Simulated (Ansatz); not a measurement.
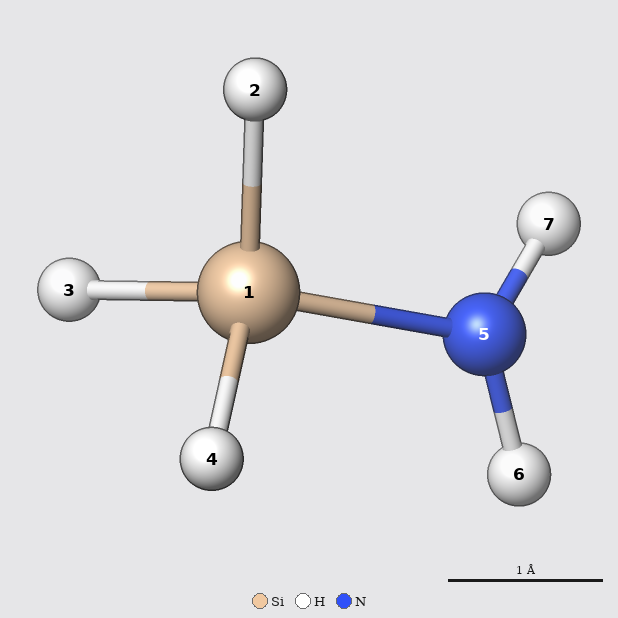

Atoms carry their numbers in the input. The geometry was computed by an optimisation with PBE0-D4/def2-TZVP.

**How are the neighbours of atom 1 arranged?**

Si1 has 4 neighbours (H2 at 1.49, H3 at 1.49, H4 at 1.49, N5 at 1.72 Å); the arrangement is tetrahedral.
